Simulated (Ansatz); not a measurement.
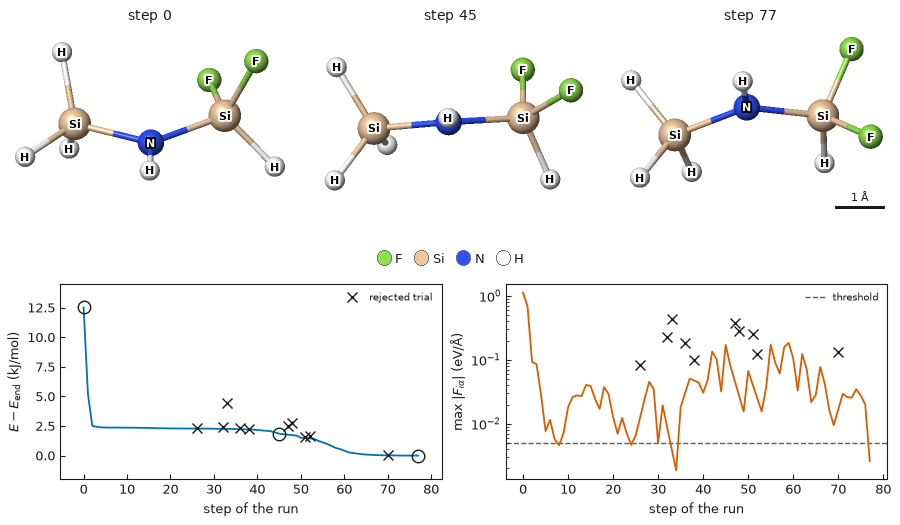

Frames of a relaxation of Si2NH5F2, marked on the history of the run. A ball-and-stick model, seen from a free direction.

The start comes from PBE-D4/def2-SVP.

Computed with RKS PBE0-D4/def2-TZVP (Ansatz 0.2.0).

The input:
```yaml
crystal:
  periodic: [false, false, false]
  atoms:
    - {symbol: F, position_ang: [-0.677917, 0.122748, 1.973853]}
    - {symbol: Si, position_ang: [-0.773176, 1.163235, 0.722066]}
    - {symbol: F, position_ang: [0.106631, 2.472997, 1.129034]}
    - {symbol: N, position_ang: [-0.113187, 0.303137, -0.608511]}
    - {symbol: Si, position_ang: [0.719759, -1.258596, -0.534939]}
    - {symbol: H, position_ang: [-2.172346, 1.636839, 0.539713]}
    - {symbol: H, position_ang: [-0.150662, 0.743206, -1.532425]}
    - {symbol: H, position_ang: [1.153386, -1.563265, -1.941033]}
    - {symbol: H, position_ang: [-0.192311, -2.347851, -0.046185]}
    - {symbol: H, position_ang: [1.924923, -1.211951, 0.361628]}
basis:
  gaussian: {orbitals: def2-TZVP}
hamiltonian: {xc: pbe0, dispersion: d4}
relax: {f_tol: 0.005, max_steps: 150}
```

Launched with:
```bash
ansatz run in.yaml --threads 4 --pin off --events-out ev --progress --plain --max-ram 10444MiB
```

Describe the path.

H7 moves most after the best rigid fit: 1.85 Å. By element the largest moves are H 1.85 Å, F 1.59 Å, N 0.74 Å, Si 0.23 Å. Near-neighbour distances that change, for instance: F1–Si2 1.631 → 1.588 Å, N4–Si5 1.772 → 1.735 Å, Si2–N4 1.716 → 1.693 Å, Si2–H6 1.488 → 1.469 Å. Among the angles between lasting bonds that change: F1–Si2–N4 104.7° → 112.2°, N4–Si5–H8 106.0° → 110.9°, N4–Si5–H9 111.5° → 106.8°. Groups turn about Si2–N4 by about 120°, N4–Si5 by about 60°. Over 67 accepted moves (77 points after the start) the energy falls by 12.5 kJ/mol. Largest force component: 1.1 eV/Å at the start, 0.0026 eV/Å at the end. The line search rejected the trial steps at points 26, 32, 33, 36, 38, 47, 48, 51 and more of the run. The forces were under the threshold at step 8, but the run went on from there. From step 0 to 45: H7 moves most (1.12 Å), energy −10.7 kJ/mol. From step 45 to 77: F1 moves most (1.01 Å), energy −1.85 kJ/mol.

| step | E − E(0), kJ/mol | largest force component, eV/Å | note |
| --- | --- | --- | --- |
| 0 | 0.00 | 1.1271 |  |
| 1 | -7.29 | 0.6824 |  |
| 2 | -10.00 | 0.0930 |  |
| 3 | -10.08 | 0.0856 |  |
| 4 | -10.13 | 0.0283 |  |
| 5 | -10.15 | 0.0077 |  |
| 6 | -10.15 | 0.0115 |  |
| 7 | -10.15 | 0.0057 |  |
| 8 | -10.15 | 0.0046 |  |
| 9 | -10.15 | 0.0071 |  |
| 10 | -10.16 | 0.0182 |  |
| 14 | -10.17 | 0.0407 |  |
| 17 | -10.20 | 0.0170 |  |
| 21 | -10.22 | 0.0070 |  |
| 24 | -10.23 | 0.0047 |  |
| 28 | -10.24 | 0.0452 |  |
| 31 | -10.25 | 0.0194 |  |
| 35 | -10.28 | 0.0182 |  |
| 38 | -10.30 | 0.0992 | rejected |
| 42 | -10.42 | 0.1348 |  |
| 45 | -10.67 | 0.1713 |  |
| 49 | -10.83 | 0.0156 |  |
| 52 | -10.90 | 0.1246 | rejected |
| 56 | -11.53 | 0.0906 |  |
| 59 | -11.97 | 0.1852 |  |
| 63 | -12.35 | 0.0710 |  |
| 66 | -12.45 | 0.0774 |  |
| 70 | -12.45 | 0.1347 | rejected |
| 73 | -12.51 | 0.0256 |  |
| 77 | -12.52 | 0.0026 |  |
